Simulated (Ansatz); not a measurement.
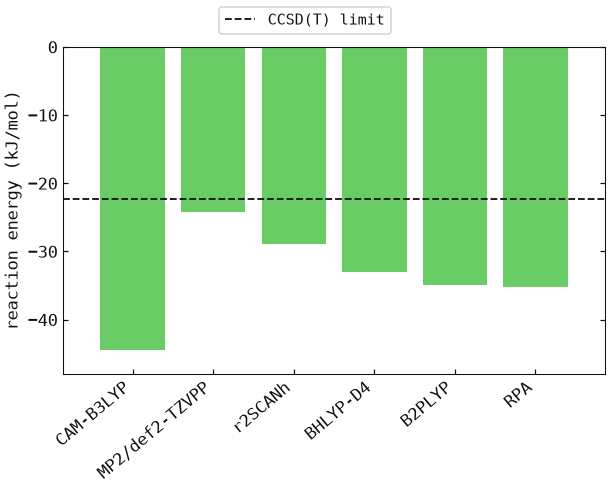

Electronic reaction energy of CH₆SiTe (C[SiH2][TeH]) + H₂O (O) → CH₆OSi (C[SiH2]O) + H₂Te ([TeH2]) (SMILES in brackets) at several levels (functionals in def2-TZVPP unless a basis is named), isolated molecules at PBE0-D4 triple-zeta geometries, minima by their frequencies, no zero-point or thermal terms, the Ansatz code. The line is frozen-core CCSD(T) at the basis limit (MP2 extrapolated from triple and quadruple zeta, plus CCSD(T) less MP2 in a smaller set). B2PLYP and RPA hold a correlation term that converges slowly with the basis, so part of the distance to the limit is basis error. No dispersion term is added to CAM-B3LYP, r2SCANh and B2PLYP. The distance of MP2/def2-TZVPP to the limit includes basis error. Core potentials past Kr. The limit lies 8.8 kJ/mol from CCSD(T)/def2-TZVPP, so the line itself is uncertain by a part of that.

Q: Which level comes closest to the line (CCSD(T) limit), and which misses most?

A: Closest MP2/def2-TZVPP (−24.2 kJ/mol), against −22.3 kJ/mol; farthest CAM-B3LYP (−44.4 kJ/mol).

Q: Give the values.

A:
| level | kJ/mol | less CCSD(T) limit |
| --- | --- | --- |
| CAM-B3LYP | −44.4 | −22.1 |
| MP2/def2-TZVPP | −24.2 | −1.9 |
| r2SCANh | −28.9 | −6.6 |
| BHLYP-D4 | −33.1 | −10.8 |
| B2PLYP | −35.0 | −12.7 |
| RPA | −35.2 | −12.9 |
| CCSD(T) limit | −22.3 | 0.0 |

Known limits of this run: outer-core shells are correlated without core-valence functions, which makes the correlated values less sure; spin-orbit coupling is left out, and with Te it can shift these values.
